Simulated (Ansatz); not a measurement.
# Nudged elastic band, with input and output: BNH5ClO (part 2 of 2)

The same run, continued: BNH5ClO; RKS B3LYP-D4/6-31G* (Ansatz 0.2.0). It belongs to a series of runs on one base structure; here: band between the two ends.

Geometry of the input (Å):
```
B  0.1344  -0.3668  -0.1953
H  0.1020  -0.8327  0.8971
N  1.3159  -0.2023  -0.8998
H  2.2160  -0.3783  -0.4760
H  1.3632  0.1944  -1.8287
Cl -1.4302  0.0164  -1.0081
O  -0.2484  2.1403  1.2663
H  -0.8403  2.1907  0.4987
H  -0.7582  1.6146  1.9023
```

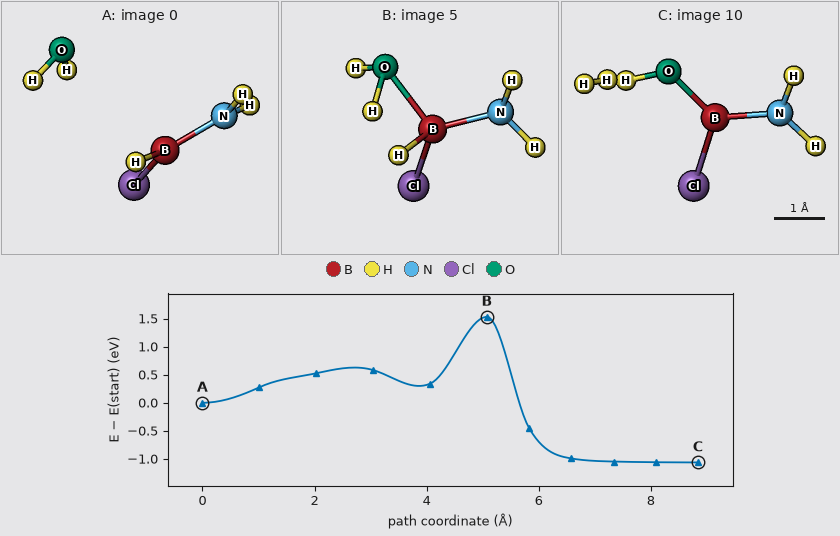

Figure 1. Images of the last band (counted from 0; ball-and-stick, seen at a tilt) above the energy along the path; the line is a cubic interpolation that uses the forces. The highest image is number 5, 1.532 eV above the start and 2.595 eV above the end (the climbing image); the end lies 1.063 eV below the start. The path is 8.84 Å long. The band converged in 37 iterations.

```
Total energy: -16818.18422446 eV, -618.0568704744 hartree
Atom 0 at     0.030880     0.290712    -0.022137 Å, force    -0.000041     0.000011     0.000173 eV/Å
Atom 1 at     0.085653    -0.121162     1.312671 Å, force    -0.000002     0.000029    -0.000089 eV/Å
Atom 2 at     1.213259     0.127126    -0.805243 Å, force    -0.000050    -0.000040    -0.000087 eV/Å
Atom 3 at     1.369752    -0.758579    -1.266651 Å, force     0.000052     0.000002     0.000004 eV/Å
Atom 4 at     2.075361     0.545073    -0.479303 Å, force     0.000010     0.000014     0.000046 eV/Å
Atom 5 at    -1.509068    -0.461754    -0.665987 Å, force    -0.000002     0.000004     0.000001 eV/Å
Atom 6 at    -0.175337     1.778041     0.469021 Å, force     0.000035     0.000084    -0.000069 eV/Å
Atom 7 at    -1.088236     2.058565     0.274650 Å, force    -0.000006    -0.000021     0.000010 eV/Å
Atom 8 at    -0.148062     0.918281     1.339381 Å, force     0.000004    -0.000083     0.000012 eV/Å
Dipole moment:     0.238379     0.204137     0.244222 e Å
this run last wrote the band of iteration 37 to [file]
```

The last band as extended XYZ (Å, eV, eV/Å)
```
9
Properties=species:S:1:pos:R:3:forces:R:3 image=0 energy=-16819.71579
B     0.1344   -0.3668   -0.1953   -0.0162  -0.0174  -0.0047
H     0.1020   -0.8327    0.8971   -0.0010   0.0061  -0.0002
N     1.3159   -0.2023   -0.8998   -0.0039   0.0122  -0.0100
H     2.2160   -0.3783   -0.4760   -0.0005  -0.0006   0.0043
H     1.3632    0.1944   -1.8287    0.0014  -0.0022   0.0011
Cl   -1.4302    0.0164   -1.0081    0.0214   0.0010   0.0107
O    -0.2484    2.1403    1.2663   -0.0300  -0.0157  -0.0090
H    -0.8403    2.1907    0.4987    0.0160   0.0016   0.0250
H    -0.7582    1.6146    1.9023    0.0127   0.0149  -0.0172
9
Properties=species:S:1:pos:R:3:forces:R:3 image=1 energy=-16819.43988
B     0.0826   -0.1556   -0.0375   -0.0222  -0.0853  -0.0927
H     0.0115   -0.7892    0.9715    0.0148  -0.0566  -0.0714
N     1.2911   -0.0228   -0.7343   -0.0703  -0.0506  -0.1139
H     2.0835   -0.6126   -0.5521    0.2406   0.0866   0.2669
H     1.4093    0.5881   -1.5277   -0.0804  -0.1464  -0.2146
Cl   -1.5049    0.0179   -0.9731   -0.0201   0.0838  -0.0088
O    -0.1454    1.7730    0.8450   -0.0110   0.0907   0.0852
H    -0.9837    1.9846    0.3986   -0.0114   0.0652   0.0820
H    -0.3899    1.5929    1.7661   -0.0400   0.0126   0.0674
9
Properties=species:S:1:pos:R:3:forces:R:3 image=2 energy=-16819.19015
B     0.1245    0.0067    0.1383    0.0028   0.0317   0.0010
H    -0.0131   -0.6755    1.1141   -0.0132  -0.0311  -0.0378
N     1.4188    0.0566   -0.5215    0.0151   0.0400   0.0241
H     1.6267   -0.7822   -1.0550    0.0854  -0.0809   0.1310
H     1.5507    0.8500   -1.1408   -0.0921   0.0240  -0.1381
Cl   -1.4789   -0.1383   -0.9423   -0.0129   0.0711  -0.0289
O    -0.1193    1.6082    0.6818    0.0007  -0.0210   0.0076
H    -0.9565    1.8690    0.2434   -0.0129  -0.0182   0.0255
H    -0.2986    1.5817    1.6384    0.0270  -0.0156   0.0156
9
Properties=species:S:1:pos:R:3:forces:R:3 image=3 energy=-16819.13347
B     0.1226   -0.1106    0.1475   -0.0007  -0.0420  -0.0117
H     0.0198   -0.5484    1.2593    0.0245   0.0631   0.0405
N     1.3594   -0.1131   -0.6038   -0.0256  -0.0495  -0.0364
H     1.3040   -0.4958   -1.5377   -0.0976   0.1048  -0.1703
H     1.8950    0.7455   -0.6208    0.1302  -0.0639   0.1892
Cl   -1.4449   -0.3918   -0.8394    0.0155  -0.0976   0.0418
O    -0.1091    1.6903    0.6426   -0.0115   0.0525  -0.0073
H    -0.9012    1.9469    0.1348   -0.0072   0.0334  -0.0112
H    -0.3915    1.6533    1.5739   -0.0276  -0.0008  -0.0349
9
Properties=species:S:1:pos:R:3:forces:R:3 image=4 energy=-16819.37598
B     0.1261   -0.1430    0.0335    0.0862  -0.4190   0.0758
H     0.1552   -0.2222    1.2293    0.0657  -0.1197  -0.0536
N     1.2857   -0.0786   -0.7321    0.0650  -0.2007   0.1163
H     1.3474   -0.4554   -1.6619   -0.0350   0.2512  -0.3428
H     2.1596    0.2537   -0.3507    0.0315  -0.1794   0.0351
Cl   -1.4514   -0.5551   -0.7419    0.0598  -0.0903  -0.0403
O    -0.2692    2.0520    0.6585   -0.0639   0.1972   0.1452
H    -1.1849    2.1332    0.3486   -0.0492   0.0271   0.0046
H    -0.3143    1.3916    1.3732   -0.1601   0.5337   0.0597
9
Properties=species:S:1:pos:R:3:forces:R:3 image=5 energy=-16818.18402
B     0.0309    0.2907   -0.0221    0.0000   0.0000   0.0002
H     0.0857   -0.1212    1.3127    0.0000   0.0000  -0.0001
N     1.2133    0.1271   -0.8052   -0.0001   0.0000  -0.0001
H     1.3698   -0.7586   -1.2667    0.0001   0.0000   0.0000
H     2.0754    0.5451   -0.4793    0.0000   0.0000   0.0000
Cl   -1.5091   -0.4618   -0.6660    0.0000   0.0000   0.0000
O    -0.1753    1.7780    0.4690    0.0000   0.0001  -0.0001
H    -1.0882    2.0586    0.2747    0.0000   0.0000   0.0000
H    -0.1481    0.9183    1.3394    0.0000  -0.0001   0.0000
9
Properties=species:S:1:pos:R:3:forces:R:3 image=6 energy=-16820.16982
B    -0.0227    0.5644   -0.3558   -0.1323   0.6841  -0.8259
H     0.0430   -0.1472    1.6096   -0.0284  -0.0230   0.7774
N     1.2326    0.0980   -0.7520    0.0177  -0.0770   0.0972
H     1.3729   -0.7771   -1.2313   -0.0236  -0.0630   0.0761
H     2.0826    0.5681   -0.4755   -0.0067   0.0885  -0.0845
Cl   -1.4906   -0.4196   -0.7471    0.0356   0.0376  -0.0867
O    -0.1634    1.8272    0.1911    0.0199   0.1307  -0.7283
H    -1.0935    2.0743    0.2802   -0.0407   0.0161   0.0209
H    -0.1067    0.5883    1.6372    0.1585  -0.7940   0.7538
9
Properties=species:S:1:pos:R:3:forces:R:3 image=7 energy=-16820.70850
B    -0.0190    0.6443   -0.5563   -0.0012   0.0189  -0.0504
H    -0.0094   -0.2820    2.0629   -0.0026  -0.0351   0.1164
N     1.2440    0.1019   -0.8064    0.0004   0.0046  -0.0194
H     1.3851   -0.8120   -1.2060    0.0010  -0.0046   0.0001
H     2.0885    0.5930   -0.5502   -0.0013   0.0132  -0.0291
Cl   -1.4861   -0.3343   -0.9534    0.0001   0.0156  -0.0435
O    -0.1533    1.8890   -0.0094   -0.0016   0.0153  -0.0485
H    -1.0787    2.1252    0.1403   -0.0006   0.0084  -0.0286
H    -0.1168    0.4512    2.0349    0.0057  -0.0362   0.1030
9
Properties=species:S:1:pos:R:3:forces:R:3 image=8 energy=-16820.76342
B     0.0056    0.6318   -0.6724    0.0004  -0.0006  -0.0031
H    -0.1700   -0.1781    2.6536   -0.0040   0.0031   0.0211
N     1.2711    0.0893   -0.9104    0.0006   0.0003  -0.0047
H     1.4176   -0.7954   -1.3698    0.0009   0.0015  -0.0070
H     2.1112    0.5558   -0.5995    0.0004  -0.0004  -0.0030
Cl   -1.4565   -0.2695   -1.2341    0.0007   0.0020  -0.0094
O    -0.1343    1.8238   -0.0197    0.0001  -0.0025  -0.0001
H    -1.0603    2.0847    0.0741    0.0000  -0.0021  -0.0011
H    -0.1302    0.4339    2.2346    0.0009  -0.0013   0.0073
9
Properties=species:S:1:pos:R:3:forces:R:3 image=9 energy=-16820.77547
B     0.0387    0.5864   -0.7547    0.0001  -0.0006  -0.0006
H    -0.3229    0.1029    3.0318   -0.0012   0.0034   0.0048
N     1.3040    0.0617   -1.0303    0.0003  -0.0001  -0.0017
H     1.4561   -0.7309   -1.6335    0.0006   0.0011  -0.0035
H     2.1384    0.4529   -0.6170    0.0002  -0.0009  -0.0005
Cl   -1.4124   -0.1695   -1.5219    0.0006   0.0011  -0.0035
O    -0.1096    1.6548    0.0843    0.0002  -0.0023   0.0012
H    -1.0342    1.9189    0.1836   -0.0001  -0.0024   0.0015
H    -0.2040    0.4991    2.4141   -0.0005   0.0007   0.0023
9
Properties=species:S:1:pos:R:3:forces:R:3 image=10 energy=-16820.77889
B     0.0645    0.5452   -0.8290   -0.0131  -0.0092  -0.0067
H    -0.4365    0.3673    3.3148    0.0032   0.0030  -0.0101
N     1.3303    0.0426   -1.1414    0.0050  -0.0008  -0.0006
H     1.4968   -0.6147   -1.8867   -0.0005   0.0010   0.0004
H     2.1508    0.3172   -0.6204   -0.0027   0.0003  -0.0001
Cl   -1.3592    0.0056   -1.8041    0.0108   0.0061   0.0066
O    -0.1061    1.4317    0.1966    0.0030   0.0026  -0.0004
H    -1.0286    1.7005    0.3015   -0.0031   0.0001   0.0002
H    -0.2577    0.5810    2.6250   -0.0026  -0.0030   0.0108
```

Results in brief

```json
{"quantity": "outcome", "value": "converged"}
{"quantity": "barrier, forward", "value": "1.532 eV"}
{"quantity": "barrier, backward", "value": "2.595 eV"}
{"quantity": "wall time", "value": "12 min"}
{"quantity": "peak memory", "value": "0.18 GiB"}
```

Remarks

The order of the saddle point was not checked.
